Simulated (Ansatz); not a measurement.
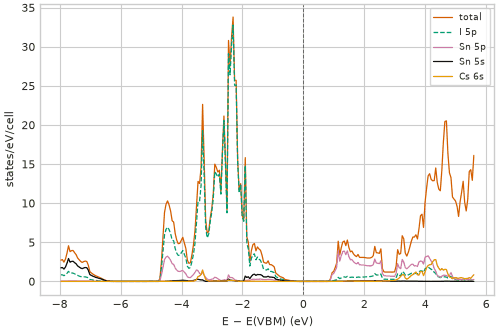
Figure: Total and projected density of states of CsSnI₃ in space group P4/mbm (No. 127; Cs on 2d, Sn on 2b, I on 4h, I on 2a), plane-wave PAW r²SCAN (Ansatz code)

**Question.** Which orbitals carry the states next to the gap?

**Answer.** Top 1 eV of the valence band: I 5p 56 %, Sn 5s 27 %, Sn 5p 13 %. Bottom 1 eV of the conduction band: Sn 5p 75 %, I 5p 11 %, I 5s 6 %, outside the projected shells 6 %. Projections are on Löwdin-orthogonalised atomic valence shells; empty p or d shells of many metals are not among them.

**Question.** Where is the tallest occupied peak in this window, and what makes it?

**Answer.** Near -2.3 eV, about 34 states/eV per cell; the largest projected share is I 5p.

The first step of the workflow began from a Materials Project structure, measured or hypothetical; the Crystallography Open Database files this formula in space group No. 127, but the cells were not matched. It is not the phase usual at ambient conditions (space group No. 62). The r²SCAN relaxation kept the symmetry of its start; its stability against distortions is not shown here. Spin–orbit coupling is left out wherever it is not named.

Potentials: the later of the program's two PAW sets.
